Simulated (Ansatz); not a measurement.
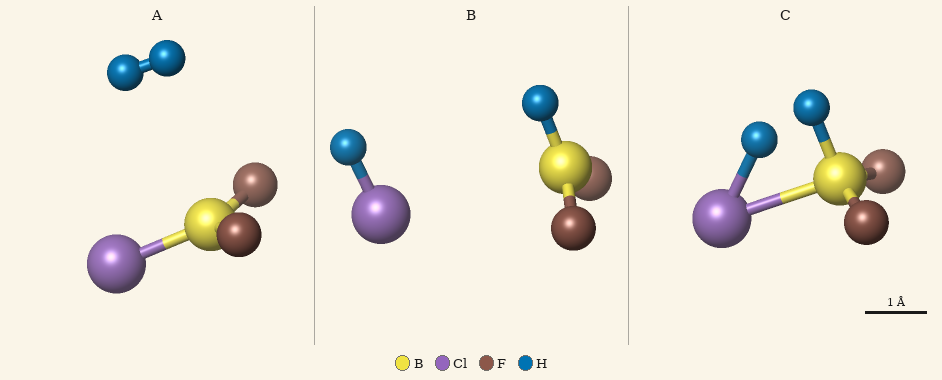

Three geometries of BH2ClF2: a saddle point and the two relaxed ends that it joins, in shuffled order. The picture is a ball-and-stick view, seen at a tilt. Sticks join atoms that are closer than about 1.2 times the sum of their covalent radii (a little more with hydrogen).

Stationary points at PBE0-D4/def2-TZVP, single-point energies with CCSD(T)/CBS, PBE-D4, B97M-V (def2-TZVPP where no basis is named; Ansatz 0.2.0). The energies are electronic, without zero-point or thermal terms, and both ends are the relaxed geometries reached downhill from the saddle, with any fragments still in contact. CCSD(T)/CBS stands for a frozen-core estimate: MP2 correlation extrapolated from def2-TZVPP and def2-QZVPP, CCSD(T) minus MP2 from the smaller set.

Identify the saddle point and describe the reaction.

Answer. Frame C is the saddle point. Counted by bonded pieces, A holds BClF₂ + H₂ and B holds BHF₂ + HCl. From A over the saddle to B, bonds form: B–H (2.99 → 1.32 → 1.19 Å), Cl–H (3.38 → 1.55 → 1.28 Å). Bonds break: B–Cl (1.74 → 2.11 → 3.20 Å), H–H (0.75 → 1.05 → 3.31 Å). The saddle has one imaginary mode, 997i cm⁻¹. The end A keeps a soft imaginary mode of 27i cm⁻¹, so it isn't quite a minimum. The end B keeps a soft imaginary mode of 61i cm⁻¹, so it isn't quite a minimum. With CCSD(T)/CBS the barrier is 1.85 eV from A and 1.35 eV from B, and B lies 0.50 eV above A.

```csv
level,barrier from A (eV),barrier from B (eV),B less A (eV)
CCSD(T)/CBS,1.85,1.35,0.50
PBE-D4,1.44,0.88,0.56
B97M-V,1.73,1.15,0.58
```

Against CCSD(T)/CBS, B97M-V comes closest on the barrier from A (−0.12 eV) and PBE-D4 misses most (−0.41 eV).

Limits of the set-up: the start holds two separate molecules, 3.0 Å apart at their closest, whose relative position is a soft coordinate.
